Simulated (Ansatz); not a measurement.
# Amorphous Al28O45Ga2

It comes from a melt-quench run on a machine-learned potential (CHGNet), relaxed afterwards by DFT. O atoms were pushed apart under 1.9 Å during the dynamics, to hinder bonds among them. The hot cell started wider than the set density and was brought back towards it in steps. It is the lowest in DFT energy of 2 quenches. It is a model cell: composition and starting density were chosen by hand, and all elements were melted together. No dispersion term was used.

Methods: PBE, scalar-relativistic without spin-orbit coupling (Ansatz, a first-principles code); r2SCAN, scalar-relativistic without spin-orbit coupling (Ansatz); HSE06, scalar-relativistic without spin-orbit coupling (Ansatz). Geometry, pressure, stress and energy are those of the PBE run. Its sampling: a 2×2×2 Γ-centred mesh; Fermi-Dirac width 0.02 eV; no spin polarisation. Other functionals are single points at the zone centre (r2SCAN at 500 eV; exact exchange cut at the cell's faces), free to take moments where seeds were set. At PBE the levels at the filled edge of the gap are localised (band-tail or defect states), and the nearest spread-out levels lie 3.7 eV apart at the zone centre.

```yaml
number_of_atoms_in_the_cell: 75
Density (volume relaxed, without dispersion): 3.12 g/cm³
volume_per_atom: 11.45 Å^3
Pressure on a 2×2×2 Γ-centred mesh: 0.05 GPa
Largest force and stress component on that mesh (the relaxation ran on the zone centre alone): 0.03 eV/Å and 0.1 GPa
Energy relative to corundum + beta Ga2O3 (lowest mix at this level among the phases computed, not always the ambient ones): 0.182 eV/atom
Level gap on a 2×2×2 Γ-centred mesh (PBE): 3.14 eV
Level gap at the zone centre (PBE): 3.17 eV
Level gap at the zone centre (r2SCAN): 3.77 eV
Level gap at the zone centre (HSE06): 4.84 eV
```

Neighbours within Al-Al 2.66 Å, Al-O 2.30 Å, Al-Ga 2.67 Å, O-O 1.58 Å, O-Ga 2.26 Å, Ga-Ga 2.68 Å count as bonded. Two cations that share two anions don't count as bonded, nor two that share one unless they lie closer than Al-Al 2.59 Å, Al-Ga 2.60 Å, Ga-Ga 2.61 Å.

```yaml
Mean coordination of Al by anions: 4.46 (16 with 4, 11 with 5, 1 with 6)
Mean coordination of O: 2.98 (3 with 2, 40 with 3, 2 with 4)
Mean coordination of Ga by anions: 4.50 (1 with 4, 1 with 5)
Mean Al-O bond: 1.843 Å (spread 0.087 Å, 125 counted)
Mean O-Ga bond: 1.928 Å (spread 0.095 Å, 9 counted)
```

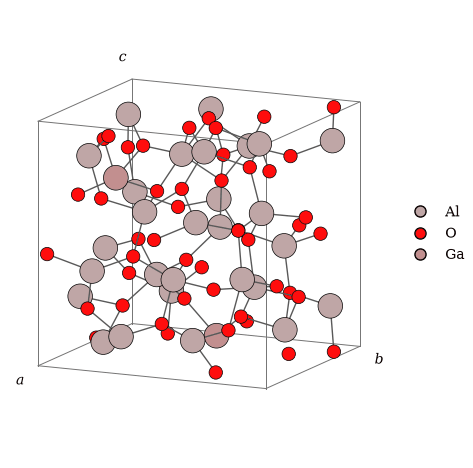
Fig. 1. The relaxed cell

Its density started from a set value of 3.25 g/cm³. The quench (nominally 340 K/ps over its main leg) was far faster than any real one, so the model tends to hold more defects than a real film. A cell of this size samples the disorder only roughly. Volume and shape were free in the relaxation.
